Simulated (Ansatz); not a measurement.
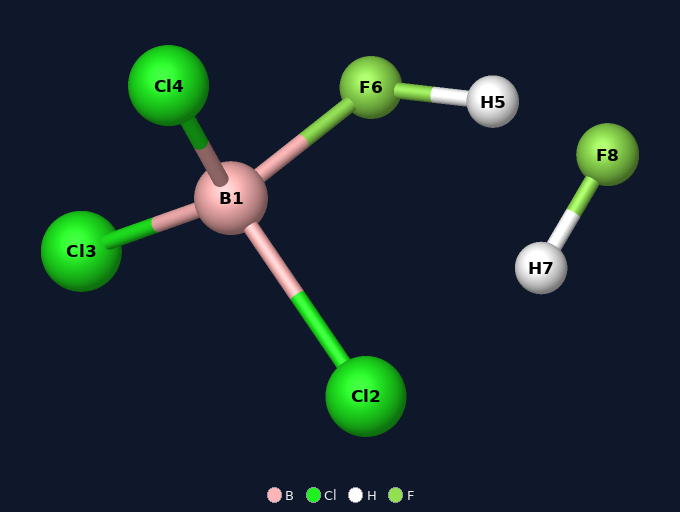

Harmonic vibrations computed with RKS PBE0-D4/def2-SVP (Ansatz 0.2.0) at a stationary point of the same level.

Minimum or transition state?

A first-order saddle point: one imaginary frequency, 555i cm⁻¹.

List the wavenumbers.

18 modes: 555i, 84, 184, 200, 275, 311, 319, 388, 436, 598, 742, 899, 972, 990, 1140, 1336, 1651, 2231 cm⁻¹.
